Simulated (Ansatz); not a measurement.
# Tl (P6_3/mmc): the Drude term of Re ε in the infrared

Re ε of Tl (P6_3/mmc) along x at low photon energies is read from one computed spectrum; the carriers' damping was typed as γ = 0.05 eV. x, y and z are the Cartesian axes of the input cell.

Cell: a, b, c = 3.456, 3.456, 5.525 Å (primitive vectors), 2 atoms.

Method: Ansatz 0.2.0, r2SCAN, independent particles, k-mesh 15×15×7 with interpolation inside its cells, Gaussian parameter 0.1 eV.

Launch of the response step: `ansatz run input.yaml --threads 4 --pin off --max-ram 8192MiB --backend cpu --events-out ev --progress --plain --runs-dir out`. The run took 61 s, on 4 threads of Intel(R) Xeon(R) Processor @ 2.70GHz (shared host).

```
photon energy E (eV)  wavelength (µm)    Re ε
                0.25             4.96       ?
                0.30             4.13  -556.1
                0.35             3.54  -402.1
                0.40             3.10  -300.8
                0.50             2.48  -181.5
                0.60             2.07  -118.0
                0.70             1.77   -80.4
```

A Drude term over a constant background gives Re ε = ε_b − ωp²/(E² + γ²), linear in 1/(E² + γ²).

Working, on the rows shown:

| x = 1/(E² + γ²) (eV⁻²) | y = Re ε |
| --- | --- |
| 10.8108 | -556.1 |
| 8 | -402.1 |
| 6.15385 | -300.8 |
| 3.9604 | -181.5 |
| 2.75862 | -118 |
| 2.03046 | -80.4 |

Means: x̄ = 5.619, ȳ = -273.15. Σ(x − x̄)(y − ȳ) = -3078, Σ(x − x̄)² = 56.72. Slope = -3078 / 56.72 = -54.27; intercept = ȳ − slope · x̄ = 31.805. The line misses the rows shown by at most 2.

Problem. What does the fit predict for the withheld row, and how well does it do?

Solution. At x = 15.385 the line gives y = -803.15. The run gave -806.6, so the extrapolation is off by 3.5, 0.5 % of the range in the table.

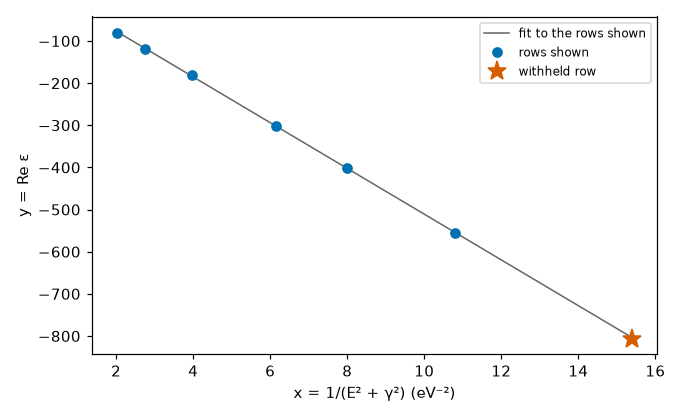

Refitted with all rows, the slope is -54.48 and the intercept 32.776. These give ωp = √(−slope) = 7.38 eV, against 7.48 eV from the program's Fermi-surface sum, and an intercept of 32.8. Taking the program's Drude term off the rows leaves 53 at the lowest energy and 33 at the highest, so the background isn't constant: interband transitions lie in or near the window, and neither fitted number can be trusted. The values come from a sum over the points of one k-mesh and carry its error, which is largest for Fermi-surface quantities. Spin-orbit coupling is left out.

[Logs are printed without paths, hosts, clocks, repeated set-up lines and the standing remarks that a program may print on its own settings, such as how far it seeks lower states.]
